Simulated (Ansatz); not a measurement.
# Two runs on C2H4Cl2Si

System: C2H4Cl2Si, SMILES ClC1(Cl)C[SiH2]1.
Method of run 1: RKS PBE-D4/def2-TZVPP (Ansatz 0.2.0).

The geometry comes from this level: PBE0-D4/def2-TZVP. Text and figures count atoms from 1; the logs count them from 0 in places.

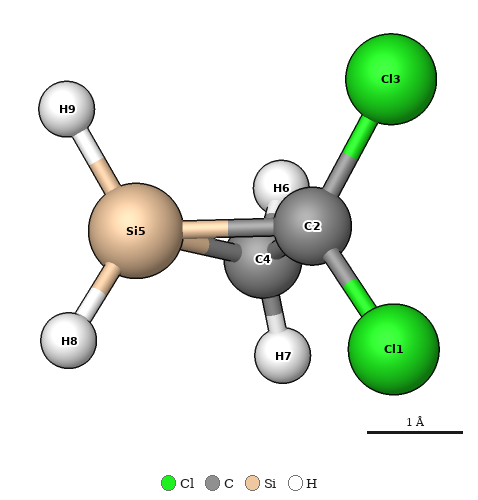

**Figure 1.** The input geometry (ball-and-stick view, seen at a tilt; atoms are numbered from 1 in the order of the input).

Input file, run 1:
```yaml
crystal:
  periodic: [false, false, false]
  atoms:
    - {symbol: Cl, position_ang: [0.161083, -1.910586, -1.369168]}
    - {symbol: C, position_ang: [0.520487, -0.685734, -0.160160]}
    - {symbol: Cl, position_ang: [2.084656, -0.923870, 0.606765]}
    - {symbol: C, position_ang: [0.220595, 0.752360, -0.585748]}
    - {symbol: Si, position_ang: [-0.863948, 0.121423, 0.786687]}
    - {symbol: H, position_ang: [1.002573, 1.470566, -0.361605]}
    - {symbol: H, position_ang: [-0.190661, 0.859438, -1.584235]}
    - {symbol: H, position_ang: [-2.248014, -0.286406, 0.479274]}
    - {symbol: H, position_ang: [-0.598372, 0.556510, 2.171089]}
basis:
  gaussian: {orbitals: def2-TZVPP}
hamiltonian: {xc: pbe, dispersion: d4}
output: {forces: true, orbitals: {seedname: orbitals}}
```

Command:
```bash
ansatz run in.yaml --threads 4 --pin off --events-out ev --progress --plain --max-ram 10444MiB
```

Hardware: 4 threads of Arm Neoverse V1, 23 GiB of memory available, shared host.

Output (run 1):
```
Functional definition: PBE
  parameter kappa = 0.804
  parameter beta = 0.06672455060314922
  exchange = pbe_x(kappa = kappa, mu = beta*pi^2/3)
  correlation = pbe_c(beta = beta)
1472 factors; their error is unknown
mean field evaluation 1: about -35033.0070 eV, gradient 7.3e1 eV
mean field evaluation 2: about -34981.9965 eV, gradient 1.5e2 eV
mean field evaluation 4: about -35044.8593 eV, gradient 1.8e1 eV
mean field evaluation 8: about -35045.5601 eV, gradient 2.1e-1 eV
mean field evaluation 16: about -35045.5144 eV, gradient 7.1e-4 eV
mean field -35045.51435818 eV, -1287.8988979603 hartree, gradient 3.4e-5 eV, S^2 0.000000; 0 other end points of the search recorded, 0 dependent functions left out
the calculation of the forces begins
reference -35045.51440033 eV, -1287.8988995094 hartree; 32, 32 occupied and 212, 212 virtual orbitals, 1472 factors
Total energy: -35045.78933541 eV, -1287.9090031872 hartree
Atom 0 at     0.161083    -1.910586    -1.369168 Å, force    -0.109353    -0.293090    -0.283747 eV/Å
Atom 1 at     0.520487    -0.685734    -0.160160 Å, force     0.002164     0.026590    -0.014267 eV/Å
Atom 2 at     2.084656    -0.923870     0.606765 Å, force     0.366531    -0.049643     0.203972 eV/Å
Atom 3 at     0.220595     0.752360    -0.585748 Å, force     0.045883     0.088124    -0.088499 eV/Å
Atom 4 at    -0.863948     0.121423     0.786687 Å, force    -0.231795     0.009070     0.220387 eV/Å
Atom 5 at     1.002573     1.470566    -0.361605 Å, force     0.143280     0.157060     0.041739 eV/Å
Atom 6 at    -0.190661     0.859438    -1.584235 Å, force    -0.087421     0.039418    -0.194447 eV/Å
Atom 7 at    -2.248014    -0.286406     0.479274 Å, force    -0.160693    -0.038201    -0.041256 eV/Å
Atom 8 at    -0.598372     0.556510     2.171089 Å, force     0.031405     0.060673     0.156119 eV/Å
Dipole moment:    -0.283298     0.354844     0.098717 e Å
```

The input of run 2 differs as follows (lines with − go, lines with + come):
```diff
-hamiltonian: {xc: pbe, dispersion: d4}
+hamiltonian: {xc: {name: B3LYP}, dispersion: d4}
```

Predict how the results change.

The total energies belong to different models, so their difference says nothing on which is more stable or more accurate. The HOMO goes from −6.00 to −6.97 eV. The LUMO goes from −1.55 to −0.90 eV. The dipole moment goes from 2.23 to 2.44 D. On the same kind of shared host run 2 took about 2.1 times as long.

Output (run 2):
```
Functional definition: B3LYP
  parameter a0 = 0.2
  parameter ax = 0.72
  parameter ac = 0.81
  exchange = (1 - a0 - ax)*slater_x + ax*b88_x + a0*exact_x
  correlation = (1 - ac)*vwn_rpa_c + ac*lyp_c
1513 factors; their error is unknown
mean field evaluation 1: about -35055.6193 eV, gradient 6.0e1 eV
mean field evaluation 2: about -35038.2914 eV, gradient 9.7e1 eV
mean field evaluation 4: about -35063.7018 eV, gradient 8.5e0 eV
mean field evaluation 8: about -35063.9066 eV, gradient 4.1e-1 eV
mean field evaluation 16: about -35063.9068 eV, gradient 2.7e-5 eV
mean field -35063.90682859 eV, -1288.5748087808 hartree, gradient 2.7e-5 eV, S^2 0.000000; 0 other end points of the search recorded, 0 dependent functions left out
the calculation of the forces begins
reference -35063.90711225 eV, -1288.5748192052 hartree; 32, 32 occupied and 212, 212 virtual orbitals, 1513 factors
Total energy: -35064.35779288 eV, -1288.5913814128 hartree
Atom 0 at     0.161083    -1.910586    -1.369168 Å, force    -0.086065    -0.308065    -0.297378 eV/Å
Atom 1 at     0.520487    -0.685734    -0.160160 Å, force    -0.189793     0.143410     0.114720 eV/Å
Atom 2 at     2.084656    -0.923870     0.606765 Å, force     0.388627    -0.065480     0.188826 eV/Å
Atom 3 at     0.220595     0.752360    -0.585748 Å, force     0.024096     0.246802    -0.146746 eV/Å
Atom 4 at    -0.863948     0.121423     0.786687 Å, force    -0.180980     0.009127     0.170706 eV/Å
Atom 5 at     1.002573     1.470566    -0.361605 Å, force    -0.060018    -0.040817    -0.040210 eV/Å
Atom 6 at    -0.190661     0.859438    -1.584235 Å, force     0.045429     0.013762     0.068008 eV/Å
Atom 7 at    -2.248014    -0.286406     0.479274 Å, force     0.090774     0.031607     0.033832 eV/Å
Atom 8 at    -0.598372     0.556510     2.171089 Å, force    -0.032069    -0.030345    -0.091759 eV/Å
Dipole moment:    -0.321828     0.371845     0.127766 e Å
```

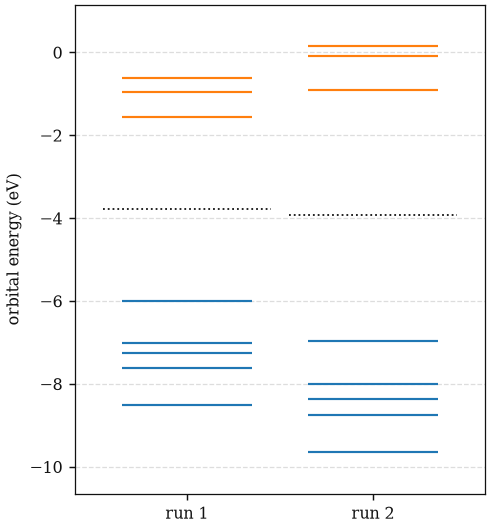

**Figure 2.** The five highest filled and three lowest empty orbital energies of the two runs; the dotted lines part filled from empty levels. The HOMO–LUMO gap is 4.44 eV in run 1 and 6.07 eV in run 2.

The two runs side by side:

```csv
quantity,run 1,run 2
outcome,converged,converged
total energy (hartree),−1287.909003,−1288.591381
HOMO (eV),−6.00,−6.97
LUMO (eV),−1.55,−0.90
dipole moment (D),2.23,2.44
largest force (eV/Å),0.422,0.437
basis functions,244,244
wall time (shared host),2.6 s,5.5 s
```
